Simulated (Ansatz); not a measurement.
C₃H₉NSi

```json
{"atom": "C", "x (Å)": "-0.6258", "y (Å)": "0.4014", "z (Å)": "1.2596"}
{"atom": "C", "x (Å)": "0.1447", "y (Å)": "-0.1110", "z (Å)": "0.0557"}
{"atom": "Si", "x (Å)": "1.2716", "y (Å)": "-1.5908", "z (Å)": "0.3233"}
{"atom": "C", "x (Å)": "0.1869", "y (Å)": "0.3201", "z (Å)": "-1.2375"}
{"atom": "N", "x (Å)": "-0.7590", "y (Å)": "1.5762", "z (Å)": "-1.4420"}
{"atom": "H", "x (Å)": "-1.2913", "y (Å)": "1.2741", "z (Å)": "1.0580"}
{"atom": "H", "x (Å)": "-1.2779", "y (Å)": "-0.3886", "z (Å)": "1.6908"}
{"atom": "H", "x (Å)": "0.0592", "y (Å)": "0.7181", "z (Å)": "2.0762"}
{"atom": "H", "x (Å)": "0.5007", "y (Å)": "-2.7604", "z (Å)": "0.9025"}
{"atom": "H", "x (Å)": "2.3440", "y (Å)": "-1.2787", "z (Å)": "1.3475"}
{"atom": "H", "x (Å)": "1.9334", "y (Å)": "-2.0324", "z (Å)": "-0.9485"}
{"atom": "H", "x (Å)": "-0.1692", "y (Å)": "2.3396", "z (Å)": "-1.8071"}
{"atom": "H", "x (Å)": "-1.4140", "y (Å)": "1.3413", "z (Å)": "-2.2034"}
{"atom": "H", "x (Å)": "-1.3202", "y (Å)": "1.9572", "z (Å)": "-0.6350"}
```

Method: RKS PBE-D4/def2-SVP in Ansatz 0.2.0.

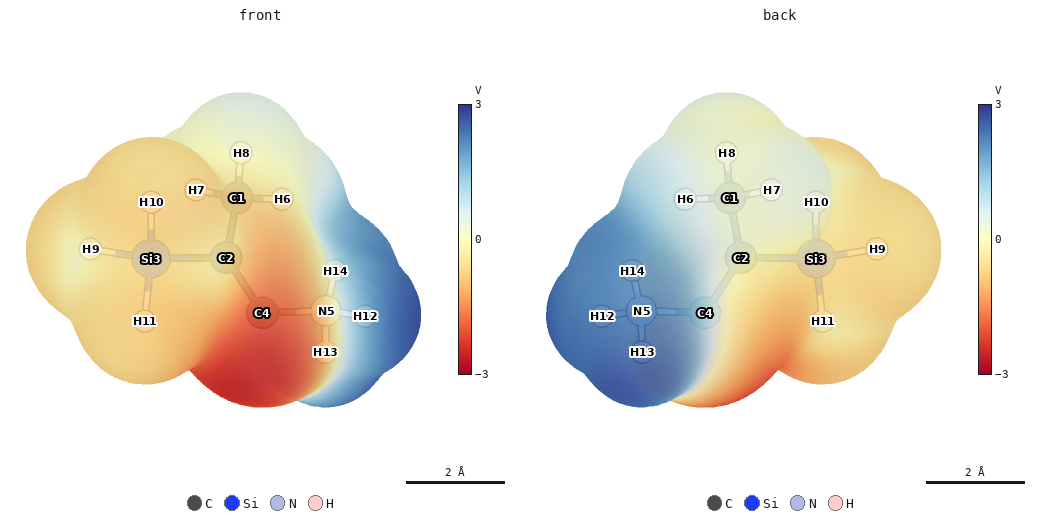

Figure 1. The molecular electrostatic potential painted on the density surface at 0.002 e/bohr³, seen from the front and from behind; the colour scale runs from red (negative) to blue (positive).

Which sites attract a positive test charge, and which a negative one?

A positive charge is drawn to the negative regions and a negative charge to the positive ones. The most negative region (about −2.6 V) lies over C4, the most positive (about +2.7 V) over H12 and H13.

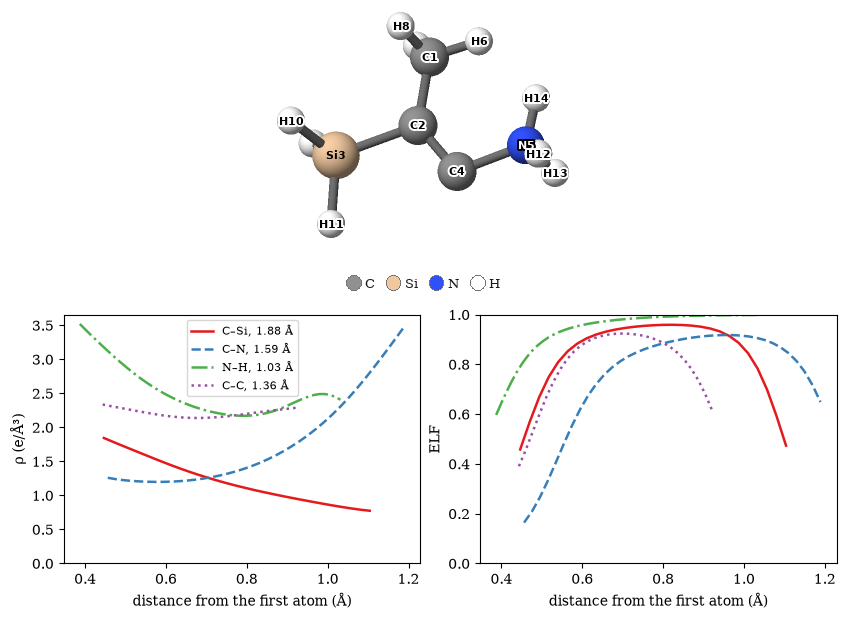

Figure 2. Electron density and electron localisation function along straight lines between neighbouring atoms. The curves leave out the atomic cores. The structure is drawn too.

What kind of bonding do the profiles show?

C–Si (1.88 Å): ρ at the midpoint is about 0.93 e/Å³; the ELF peaks at about 0.95 between the atoms, as expected for a covalent bond.
C–N (1.59 Å): the density is about 1.4 e/Å³ at the midpoint, with its minimum of 1.2 e/Å³ about 0.6 Å from C; the ELF peaks at about 0.90 between the atoms: a covalent bond.
N–H (1.03 Å): the density is about 2.8 e/Å³ at the midpoint; the ELF climbs to about 1 towards the hydrogen, as it does in any bond to H; a covalent bond by its length.
C–C (1.36 Å): ρ is about 2.1 e/Å³ halfway; the ELF peaks at about 0.90 between the atoms, as expected for a covalent bond.

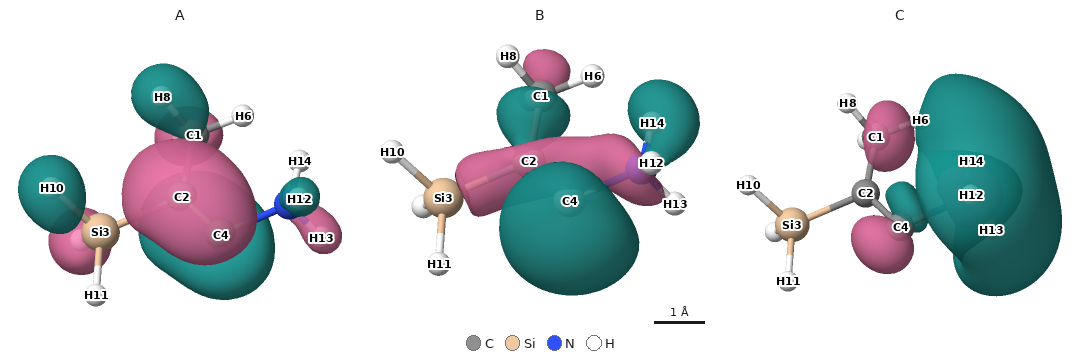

Figure 3. Three frontier orbitals at ±0.08 Å⁻³ᐟ² (teal and pink are the two phases), in no order.

Which picture is the HOMO−1, the HOMO and the LUMO?

A is the HOMO−1 (−5.28 eV). By Hirshfeld shares it lies mainly on C4 (about 35 %) and C2 (about 35 %); π-bonding across C4–C2. B is the HOMO (−3.92 eV). It lies mainly on C4 (about 70 %), N5 (about 10 %) and C2 (about 10 %). C is the LUMO (−0.62 eV). It lies mainly on H14 (about 20 %), N5 (about 20 %), H12 (about 15 %), H13 (about 15 %), H6 (about 5 %) and C4 (about 5 %).

What is the HOMO–LUMO gap?

3.30 eV between the orbital energies.
